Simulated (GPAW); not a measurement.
# Calculation of the molecule and its ions, with input and output: CH5SSi (part 2 of 3)

The same run, continued: CH5SSi, multiplicity 2, SMILES CS[SiH2]; revPBE/dzp, UKS, scalar-relativistic datasets (GPAW 26.7.0). The geometry comes from this level: GFN2-xTB.

Geometry of the input (Å):
```
C  -0.8649  1.0094  -0.2931
S  0.4018  0.5903  0.9463
Si 1.2289  -1.1800  0.0649
H  -1.5596  0.1828  -0.4020
H  -0.3863  1.2327  -1.2412
H  -1.3877  1.8861  0.0748
H  2.3745  -1.5210  0.8829
H  0.1933  -2.2003  -0.0328
```

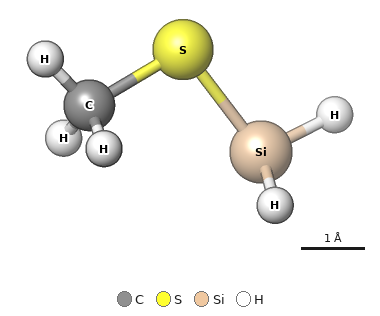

Fig. 1: The structure (ball-and-stick view, seen at a tilt).

Output, continued:
```
SCF iterations
|iter     |     time |      energy | eigst |  dens |  magmom |
|---------|----------|-------------|-------|-------|---------|
|iter:   1| 00:00:04 |  -33.791392 |      c|       |  +0.9986|
|iter:   2| 00:00:04 |  -33.565860 |      c| -0.58 |  +0.9987|
|iter:   3| 00:00:05 |  -32.681927 |      c| -0.61 |  +0.9996|
|iter:   4| 00:00:06 |  -32.693854 |      c| -1.25 |  +0.9999|
|iter:   5| 00:00:07 |  -32.698186 |      c| -1.88 |  +1.0000|
|iter:   6| 00:00:08 |  -32.699391c|      c| -2.23 |  +1.0000|
|iter:   7| 00:00:08 |  -32.699638c|      c| -2.62 |  +1.0000|
|iter:   8| 00:00:09 |  -32.699665c|      c| -3.07 |  +1.0000|
|iter:   9| 00:00:10 |  -32.699671c|      c| -3.37 |  +1.0000|
|iter:  10| 00:00:11 |  -32.699672c|      c| -3.94 |  +1.0000|
|iter:  11| 00:00:11 |  -32.699672c|      c| -4.47c|  +1.0000|

Converged in 11 steps
SCF loop duration: 7.794 s (0.709 s/step)
Energy contributions relative to reference atoms: (reference = -19841.402634)

Energy contributions:
  Kinetic:          37.942043
  Coulomb:         -39.095601
  Zero:              0.133755
  External:          0.000000
  Xc:              -31.679868
  Entropy:          -0.000000
  Spinorbit:         0.000000
  ----------------------------
  Free energy:     -32.699672
  Extrapolated:    -32.699672

dipole moment: (-0.188916, 0.037937, -0.185257)  # |e|*Ang

Total magnetic moment: (0.000000, 0.000000, 1.000001)

Local magnetic moments
|        x |        y |         z |
|----------|----------|-----------|
| 0.000000 | 0.000000 |  0.001887 |  # C    0
| 0.000000 | 0.000000 |  0.081451 |  # S    1
| 0.000000 | 0.000000 |  0.264101 |  # Si   2
| 0.000000 | 0.000000 |  0.000696 |  # H    3
| 0.000000 | 0.000000 |  0.001423 |  # H    4
| 0.000000 | 0.000000 | -0.000219 |  # H    5
| 0.000000 | 0.000000 |  0.003418 |  # H    6
| 0.000000 | 0.000000 |  0.015056 |  # H    7

Fermi levels: -2.885, -4.826
Eigenvalues  # (at kpt = [0.000, 0.000, 0.000])
| band index |      eig [eV] | occ [0-1] |      eig [eV] | occ [0-1] |
|------------|---------------|-----------|---------------|-----------|
|          0 |       -19.414 |     1.000 |       -19.347 |     1.000 |
|        ... |               |           |               |           |
|          2 |       -12.707 |     1.000 |       -12.342 |     1.000 |
|          3 |       -10.675 |     1.000 |       -10.633 |     1.000 |
|          4 |       -10.599 |     1.000 |       -10.572 |     1.000 |
|          5 |        -9.355 |     1.000 |        -9.233 |     1.000 |
|          6 |        -8.548 |     1.000 |        -8.413 |     1.000 |
|          7 |        -7.465 |     1.000 |        -7.272 |     1.000 |
|          8 |        -6.093 |     1.000 |        -5.747 |     1.000 |
|          9 |        -4.478 |     1.000 |        -3.005 |     0.000 |
|         10 |        -0.191 |     0.000 |         0.225 |     0.000 |
|         11 |         0.365 |     0.000 |         0.487 |     0.000 |
|         12 |         1.239 |     0.000 |         1.527 |     0.000 |
|         13 |         1.699 |     0.000 |         2.158 |     0.000 |
|         14 |         2.768 |     0.000 |         2.863 |     0.000 |
|         15 |         3.417 |     0.000 |         3.466 |     0.000 |

Gap: 2.814 eV
Transition (v -> c):
  (s=1, k=0, n=9, [0.00, 0.00, 0.00]) -> (s=0, k=0, n=10, [0.00, 0.00, 0.00])
No difference between direct/indirect transitions
vacuum-level: 0.000  # V
neutral       -32.69967 eV
  __  _  _
 | _ |_)|_||  |
 |__||  | ||/\| - 26.7.0

units:  Angstrom and eV
cores:  1
OpenMP: False

Versions:
  Python: 3.12.14
  ASE:    3.29.0
  Numpy:  2.5.5
  Scipy:  1.18.1
  Libxc:  7.0.0

        _gpaw.cpython-312-aarch64-linux-gnu.so

Input parameters:
  mode=LCAO(),
  basis={'default': 'dzp'},
  charge=1,
  h=0.22,
  maxiter=100,
  occupations=Occupations(name='fermi-dirac', width=0.01, fixmagmom=False),
  symmetry=Symmetry(point_group=False, time_reversal=False),
  xc=XC(name='revPBE')

timing:  # [seconds]
  Total: 11.298  # ━━━━━━━━━━━━━━━━━━━━━━━━━━━━━━━━━━━━━━━━━━━━━━━━━━━━━━━━━━
  Init:   3.467  # ━━━━━━━━━━━━━━━━━━
  SCF:    7.793  # ━━━━━━━━━━━━━━━━━━━━━━━━━━━━━━━━━━━━━━━━

Max RSS: 720.352  # MiB
         .-------------------------------.
        /|                               |
       / |                               |
      /  |                               |
     /   |                               |
    /    |                               |
   /     |                               |
  /      |                               |
 *       |                               |
 |       |        H  S                   |
 |       |         C                     |
 |       |      H     Si H               |
 |       |         HH                    |
 |       |                               |
 |       .-------------------------------.
 |      /                               /
 |     /                               /
 |    /                               /
 |   /                               /
 |  /                               /
 | /                               /
 |/                               /
 *-------------------------------*

Atoms  # Å, Bohr magnetons
|   | symbol |        x |        y |        z |    initial magnetic moments |
|---|--------|----------|----------|----------|-----------------------------|
| 0 |      C | 5.194790 | 7.709640 | 5.448110 | ( 0.0000,  0.0000,  0.0000) |
| 1 |      S | 6.461460 | 7.290580 | 6.687520 | ( 0.0000,  0.0000,  0.0000) |
| 2 |     Si | 7.288510 | 5.520260 | 5.806060 | ( 0.0000,  0.0000,  0.0000) |
| 3 |      H | 4.500000 | 6.883010 | 5.339220 | ( 0.0000,  0.0000,  0.0000) |
| 4 |      H | 5.673330 | 7.932920 | 4.500000 | ( 0.0000,  0.0000,  0.0000) |
| 5 |      H | 4.672000 | 8.586300 | 5.816040 | ( 0.0000,  0.0000,  0.0000) |
| 6 |      H | 8.434180 | 5.179280 | 6.624130 | ( 0.0000,  0.0000,  0.0000) |
| 7 |      H | 6.252930 | 4.500000 | 5.708440 | ( 0.0000,  0.0000,  0.0000) |

Unit cell  # Å
| periodic |         x |         y |         z |   lengths |    angles |
|----------|-----------|-----------|-----------|-----------|-----------|
|       no | 12.934180 |  0.000000 |  0.000000 | 12.934180 | 90.000000 |
|       no |  0.000000 | 13.086300 |  0.000000 | 13.086300 | 90.000000 |
|       no |  0.000000 |  0.000000 | 11.187520 | 11.187520 | 90.000000 |

Number of symmetries: 1
Symmetry operations  # r_c * U_cc + t_c -> r_c
|   | kind |            matrix            |
|---|------|------------------------------|
| 0 |  E   |  1, 0, 0,  0, 1, 0,  0, 0, 1 |

BZ-sampling:
  Number of BZ points: 1
  Number of IBZ points: 1

  Monkhorst-Pack size: [1, 1, 1]
  Monkhorst-Pack shift: [0, 0, 0]

K-points  # in reciprocal-cell coordinates
|   |                                coordinates |     weight |
|---|--------------------------------------------|------------|
| 0 | (  0.00000000,   0.00000000,   0.00000000) | 1.00000000 |

basis functions: 64
Spin-components: 1 (collinear spins)
Bands:           15
Projectors:      30
Spin-degeneracy: 2
Datatype:        <class 'float'>

  Storage: CPU
  Wave functions: 7_680 bytes (7_680 per core)

Parallelization:
  kpt:    1
  domain: 1
  band:   1

Density:
  Valence electrons: 19.0
  Components: 1
  Grid points: [60 60 52]
  Charge: 1.0  # |e|

Potential:
  Grid points: [60 60 52]

species:
  C:
    name:    Carbon
    Z:       6.0
    valence: 4
    core:    2
    charge:  0.0  # [|e|]
    file:    C.revPBE.gz
    compensation charges:
      type: gauss
      rc: 0.20  # [Å]
      lmax: 2
    cutoffs:
      filter: 1.14  # [Å]
      core: 1.14  # [Å]
    projectors
    | kind |    occ | energy [eV] | rcut [Å] |
    |------|--------|-------------|----------|
    |   2s |  2.000 |     -13.783 |    0.635 |
    |   2p |  2.000 |      -5.237 |    0.635 |
    |    s |        |      13.429 |    0.635 |
    |    p |        |      21.974 |    0.635 |
    |    d |        |       0.000 |    0.635 |

    LCAO basis set for C:
      Name: dzp
      File: C.dzp.basis.gz
      Number of radial functions: 5
      Number of spherical harmonics: 13
        l=0, rc=5.5469 Bohr: 2s-sz confined orbital
        l=1, rc=6.6719 Bohr: 2p-sz confined orbital
        l=0, rc=3.0312 Bohr: 2s-dz split-valence wave
        l=1, rc=3.7500 Bohr: 2p-dz split-valence wave
        l=2, rc=6.6719 Bohr: d-type Gaussian polarization
      Number of RI-basis functions 0

  S:
    name:    Sulfur
    Z:       16.0
    valence: 6
    core:    10
    charge:  0.0  # [|e|]
    file:    S.revPBE.gz
    compensation charges:
      type: gauss
      rc: 0.24  # [Å]
      lmax: 2
    cutoffs:
      filter: 1.77  # [Å]
      core: 1.66  # [Å]
    projectors
    | kind |    occ | energy [eV] | rcut [Å] |
    |------|--------|-------------|----------|
    |   3s |  2.000 |     -17.230 |    0.974 |
    |   3p |  4.000 |      -6.978 |    0.979 |
    |    s |        |       9.981 |    0.974 |
    |    p |        |      20.234 |    0.979 |
    |    d |        |       0.000 |    0.900 |

    LCAO basis set for S:
      Name: dzp
      File: S.dzp.basis.gz
      Number of radial functions: 5
      Number of spherical harmonics: 13
        l=0, rc=5.5156 Bohr: 3s-sz confined orbital
        l=1, rc=6.9375 Bohr: 3p-sz confined orbital
        l=0, rc=3.0469 Bohr: 3s-dz split-valence wave
        l=1, rc=3.9375 Bohr: 3p-dz split-valence wave
        l=2, rc=6.9375 Bohr: d-type Gaussian polarization
      Number of RI-basis functions 0

  Si:
    name:    Silicon
    Z:       14.0
    valence: 4
    core:    10
    charge:  0.0  # [|e|]
    file:    Si.revPBE.gz
    compensation charges:
      type: gauss
      rc: 0.33  # [Å]
      lmax: 2
    cutoffs:
      filter: 1.86  # [Å]
      core: 2.06  # [Å]
    projectors
    | kind |    occ | energy [eV] | rcut [Å] |
    |------|--------|-------------|----------|
    |   3s |  2.000 |     -10.782 |    1.058 |
    |   3p |  2.000 |      -4.060 |    1.058 |
    |    s |        |      16.430 |    1.058 |
    |    p |        |      23.151 |    1.058 |
    |    d |        |       0.000 |    1.058 |

    LCAO basis set for Si:
      Name: dzp
      File: Si.dzp.basis.gz
      Number of radial functions: 5
      Number of spherical harmonics: 13
        l=0, rc=6.8594 Bohr: 3s-sz confined orbital
        l=1, rc=9.0625 Bohr: 3p-sz confined orbital
        l=0, rc=3.8906 Bohr: 3s-dz split-valence wave
        l=1, rc=5.2344 Bohr: 3p-dz split-valence wave
        l=2, rc=9.0625 Bohr: d-type Gaussian polarization
      Number of RI-basis functions 0

  H:
    name:    Hydrogen
    Z:       1.0
    valence: 1
    core:    0
    charge:  0.0  # [|e|]
    file:    H.revPBE.gz
    compensation charges:
      type: gauss
      rc: 0.15  # [Å]
      lmax: 2
    cutoffs:
      filter: 0.85  # [Å]
      core: 0.53  # [Å]
    projectors
    | kind |    occ | energy [eV] | rcut [Å] |
    |------|--------|-------------|----------|
    |   1s |  1.000 |      -6.547 |    0.476 |
    |    s |        |      20.664 |    0.476 |
    |    p |        |       0.000 |    0.476 |

    LCAO basis set for H:
      Name: dzp
      File: H.dzp.basis.gz
      Number of radial functions: 3
      Number of spherical harmonics: 5
        l=0, rc=6.4219 Bohr: 1s-sz confined orbital
        l=0, rc=3.6094 Bohr: 1s-dz split-valence wave
        l=1, rc=6.4219 Bohr: p-type Gaussian polarization
      Number of RI-basis functions 0

Reference energy: -19841.402634  # eV

eigensolver:
  <gpaw.new.lcao.eigensolver.LCAOEigensolver object at 0xff6f28ee3470>
density mixing:
  MSR1-Mixer
  Pratt-step length: 0.05
  Maximum mixing coefficient: 0.75
  Old densities: 10
  SVD Regularization: 0.005
  Good broyden scale: 1.0
  Trust region scale: 1.0
  Backstep threshold: 4.0
  History deletion threshold: 6.0
  Fourier metric: weight=20.0, sigma=0.015

occupation numbers:
  Fermi-Dirac:
    width: 0.0100  # eV

FastPoissonSolver using
    Stencil: 6*3+1=19 point O(h^6) finite-difference Laplacian
    FFT axes: []
    FST axes: [np.int64(2), np.int64(0), np.int64(1)]

xc functional:
  name: revPBE with 2 nearest neighbor stencil
interpolation: tri-quintic # 5. degree polynomial

         .-------------------------------.
        /|                               |
       / |                               |
      /  |                               |
     /   |                               |
    /    |                               |
   /     |                               |
  /      |                               |
 *       |                               |
 |       |        H  S                   |
 |       |         C                     |
 |       |      H     Si H               |
 |       |         HH                    |
 |       |                               |
 |       .-------------------------------.
 |      /                               /
 |     /                               /
 |    /                               /
 |   /                               /
 |  /                               /
 | /                               /
 |/                               /
 *-------------------------------*

Atoms  # Å, Bohr magnetons
|   | symbol |        x |        y |        z |    initial magnetic moments |
|---|--------|----------|----------|----------|-----------------------------|
| 0 |      C | 5.194790 | 7.709640 | 5.448110 | ( 0.0000,  0.0000,  0.0000) |
| 1 |      S | 6.461460 | 7.290580 | 6.687520 | ( 0.0000,  0.0000,  0.0000) |
| 2 |     Si | 7.288510 | 5.520260 | 5.806060 | ( 0.0000,  0.0000,  0.0000) |
| 3 |      H | 4.500000 | 6.883010 | 5.339220 | ( 0.0000,  0.0000,  0.0000) |
| 4 |      H | 5.673330 | 7.932920 | 4.500000 | ( 0.0000,  0.0000,  0.0000) |
| 5 |      H | 4.672000 | 8.586300 | 5.816040 | ( 0.0000,  0.0000,  0.0000) |
| 6 |      H | 8.434180 | 5.179280 | 6.624130 | ( 0.0000,  0.0000,  0.0000) |
| 7 |      H | 6.252930 | 4.500000 | 5.708440 | ( 0.0000,  0.0000,  0.0000) |

Unit cell  # Å
| periodic |         x |         y |         z |   lengths |    angles |
|----------|-----------|-----------|-----------|-----------|-----------|
|       no | 12.934180 |  0.000000 |  0.000000 | 12.934180 | 90.000000 |
|       no |  0.000000 | 13.086300 |  0.000000 | 13.086300 | 90.000000 |
|       no |  0.000000 |  0.000000 | 11.187520 | 11.187520 | 90.000000 |

Number of symmetries: 1
Symmetry operations  # r_c * U_cc + t_c -> r_c
|   | kind |            matrix            |
|---|------|------------------------------|
| 0 |  E   |  1, 0, 0,  0, 1, 0,  0, 0, 1 |

BZ-sampling:
  Number of BZ points: 1
  Number of IBZ points: 1

  Monkhorst-Pack size: [1, 1, 1]
  Monkhorst-Pack shift: [0, 0, 0]

K-points  # in reciprocal-cell coordinates
|   |                                coordinates |     weight |
|---|--------------------------------------------|------------|
| 0 | (  0.00000000,   0.00000000,   0.00000000) | 1.00000000 |

basis functions: 64
Spin-components: 1 (collinear spins)
Bands:           15
Projectors:      30
Spin-degeneracy: 2
Datatype:        <class 'float'>

  Storage: CPU
  Wave functions: 7_680 bytes (7_680 per core)

Parallelization:
  kpt:    1
  domain: 1
  band:   1

Density:
  Valence electrons: 19.0
  Components: 1
  Grid points: [60 60 52]
  Charge: 1.0  # |e|

Potential:
  Grid points: [60 60 52]

species:
  C:
    name:    Carbon
    Z:       6.0
    valence: 4
    core:    2
    charge:  0.0  # [|e|]
    file:    C.revPBE.gz
    compensation charges:
      type: gauss
      rc: 0.20  # [Å]
      lmax: 2
    cutoffs:
      filter: 1.14  # [Å]
      core: 1.14  # [Å]
    projectors
    | kind |    occ | energy [eV] | rcut [Å] |
    |------|--------|-------------|----------|
    |   2s |  2.000 |     -13.783 |    0.635 |
    |   2p |  2.000 |      -5.237 |    0.635 |
    |    s |        |      13.429 |    0.635 |
    |    p |        |      21.974 |    0.635 |
    |    d |        |       0.000 |    0.635 |

    LCAO basis set for C:
      Name: dzp
      File: C.dzp.basis.gz
      Number of radial functions: 5
      Number of spherical harmonics: 13
        l=0, rc=5.5469 Bohr: 2s-sz confined orbital
        l=1, rc=6.6719 Bohr: 2p-sz confined orbital
        l=0, rc=3.0312 Bohr: 2s-dz split-valence wave
        l=1, rc=3.7500 Bohr: 2p-dz split-valence wave
        l=2, rc=6.6719 Bohr: d-type Gaussian polarization
      Number of RI-basis functions 0

  S:
    name:    Sulfur
    Z:       16.0
    valence: 6
    core:    10
    charge:  0.0  # [|e|]
    file:    S.revPBE.gz
    compensation charges:
      type: gauss
      rc: 0.24  # [Å]
      lmax: 2
    cutoffs:
      filter: 1.77  # [Å]
      core: 1.66  # [Å]
    projectors
    | kind |    occ | energy [eV] | rcut [Å] |
    |------|--------|-------------|----------|
    |   3s |  2.000 |     -17.230 |    0.974 |
    |   3p |  4.000 |      -6.978 |    0.979 |
    |    s |        |       9.981 |    0.974 |
    |    p |        |      20.234 |    0.979 |
    |    d |        |       0.000 |    0.900 |

    LCAO basis set for S:
      Name: dzp
      File: S.dzp.basis.gz
      Number of radial functions: 5
      Number of spherical harmonics: 13
        l=0, rc=5.5156 Bohr: 3s-sz confined orbital
        l=1, rc=6.9375 Bohr: 3p-sz confined orbital
        l=0, rc=3.0469 Bohr: 3s-dz split-valence wave
        l=1, rc=3.9375 Bohr: 3p-dz split-valence wave
        l=2, rc=6.9375 Bohr: d-type Gaussian polarization
      Number of RI-basis functions 0
```
